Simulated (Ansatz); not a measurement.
# Gap against strain: armchair GaN nanoribbon (N = 4, H edges)

**Method.** Ansatz 0.2.0, plane waves with PAW datasets, PBE, Fermi-Dirac smearing of 0.05 eV, no spin-orbit coupling. The period is scaled from its relaxed value of 5.580 Å and the atoms relax, within the symmetry of the start, at each strain ε (in %); gaps, in eV, are read on a band path.

| period (Å) | energy (eV a cell) | place of the conduction minimum (Γ = 0, Z = 1) | ε | gap |
| --- | --- | --- | --- | --- |
| 5.356 | +0.133 | 0.00 | −4 | 3.334 |
| 5.468 | +0.034 | 0.00 | −2 | 3.305 |
| 5.580 | 0.000 | 0.00 | 0 | 3.231 |
| 5.691 | +0.032 | 0.00 | 2 | 3.133 |
| 5.803 | +0.129 | 0.00 | 4 | 3.013 |

One run is withheld: period (Å) = 5.914, with ε = 6. Fit a straight line gap = a + b × ε to the 5 rows shown and predict it.

**Fit.** The means are 0 for ε and 3.203 for gap. The sum of products of deviations is −1.626 and the sum of squares in ε is 40, so b = −1.626 / 40 = −0.04064 and a = 3.203 − (−0.04064) × 0 = 3.203. The residuals' standard deviation, with 3 degrees of freedom, is σ = 0.032.

**Prediction.** gap = 3.203 + (−0.04064) × 6 = 2.96. The run gave 2.867, so the prediction less the run is +0.093. The standard error of a prediction there, σ√(1 + 1/5 + (6 − 0)²/40), is 0.047, and the miss is 2 times that, for a point outside the fitted range. With so few rows σ is itself uncertain.

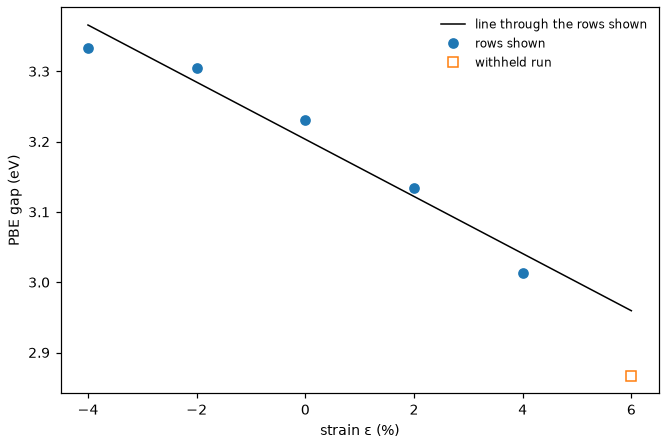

The fitted line, the rows shown and the withheld run.

The gap narrows at every step from compression to tension.

**Limits.** Kohn-Sham gaps of a wire among periodic images, which in a check on one flat ribbon (7 Å apart) lowered the gap by 0.2 eV and flattened the slope; the slope b × 100 is a mean deformation potential of the gap, in eV per unit strain. Between neighbouring runs it lies between −7.3 and −1.4 eV, so a bend, a kink or scatter between runs makes one line a rough account. The unstrained row comes from a denser mesh than the others, which shifts its energy a little. Series of this kind are told only where this holds: a gap at every strain (compound wires with polar facets were set aside first). 88 of 101 did.
